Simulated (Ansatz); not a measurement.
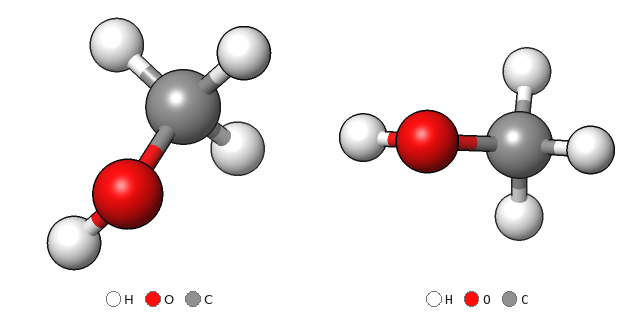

The same structure drawn twice, from different directions.

Computed geometry: PBE0-D4/def2-TZVP optimisation.

What does the picture show?

Formula CH4O. The point group is Cs. Coordination: 1 O bent; 1 C tetrahedral.

The parts below concern this one geometry. Atoms keep their numbers from picture to picture.

**Geometry**

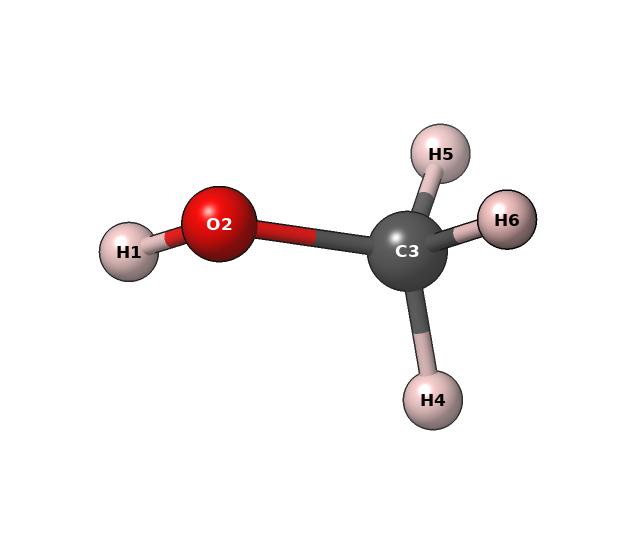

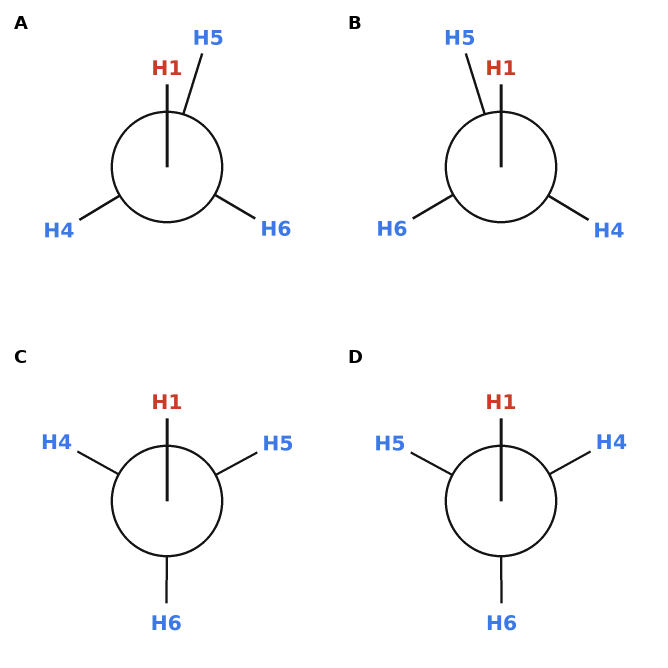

Depth is shown by fading: the farther an atom, the more it takes the colour of the background. Bonds that would overlap in a projection are set slightly apart.

Which Newman projection shows the view along O2–C3, with O2 in front?

Answer. C. The torsion angle H1–O2–C3–H4 is −61°, synclinal (gauche).

**Electronic properties**

Method: RKS PBE0-D4/def2-TZVP (Ansatz 0.2.0).

What does the calculation give?

- dipole moment: 1.67 D
- harmonic zero-point energy: 135.0 kJ/mol

**Vibrations**

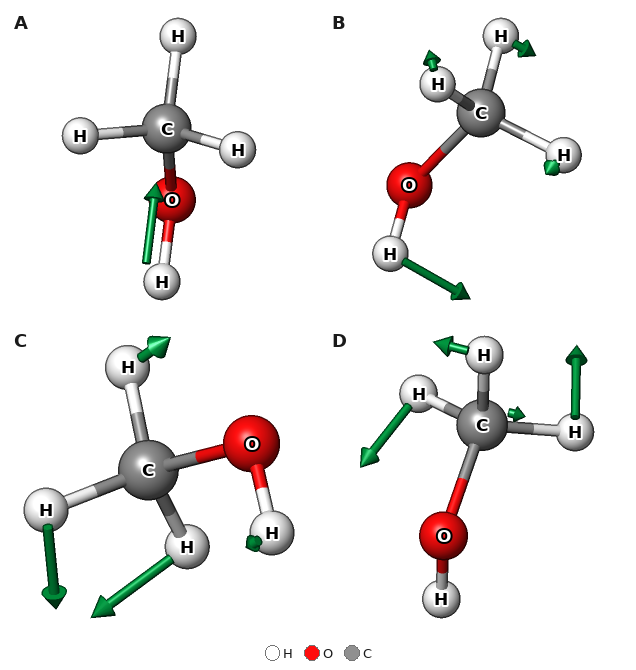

4 normal modes of one molecule or complex, as arrows. Harmonic vibrations computed with RKS PBE0-D4/def2-TZVP (Ansatz 0.2.0) at a stationary point of the same level.

Match the panels to the wavenumbers 307 cm⁻¹, 1174 cm⁻¹, 1506 cm⁻¹, 3879 cm⁻¹.

Answer. A: 3879 cm⁻¹, O–H stretching
B: 307 cm⁻¹, a torsion or out-of-plane motion in which bond lengths and bond angles hardly change
C: 1506 cm⁻¹, H–C–H bending
D: 1174 cm⁻¹, H–C–O bending

**Thermal motion**

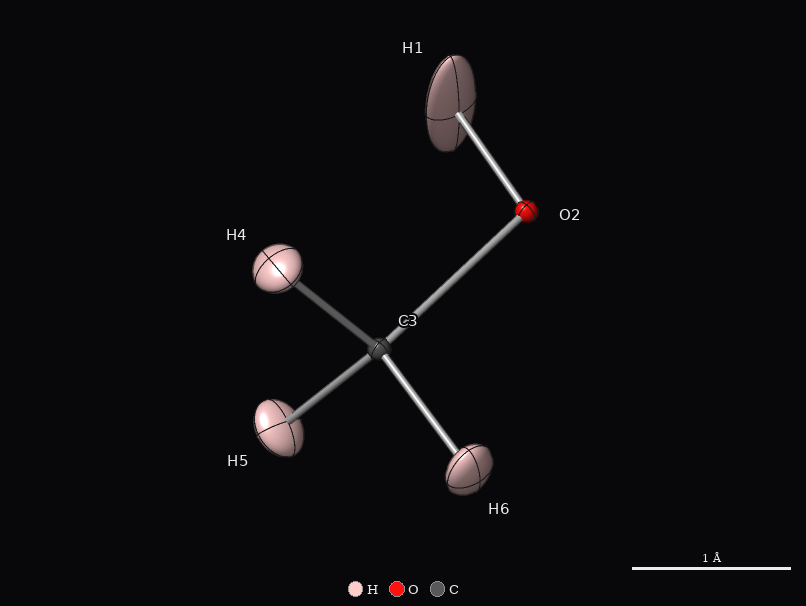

Displacement ellipsoids at the 50 % level, from the internal vibrations of the free molecule (harmonic, no overall translation or rotation; no half-axis is drawn under 0.075 Å). Vibrations computed with RKS PBE0-D4/def2-TZVP (Ansatz 0.2.0). Temperature: 600 K.

List U_eq and the three principal root-mean-square amplitudes for each kind of atom.

| atom | U_eq (Å²) | rms amplitudes (Å) |
| --- | --- | --- |
| H1 | 0.0440 | 0.064, 0.117, 0.338 |
| O2 | 0.00043 | 0.009, 0.023, 0.026 |
| C3 | 0.00049 | 0.018, 0.018, 0.029 |
| H4, H5 | 0.0113 | 0.073, 0.110, 0.129 |
| H6 | 0.0125 | 0.072, 0.113, 0.140 |
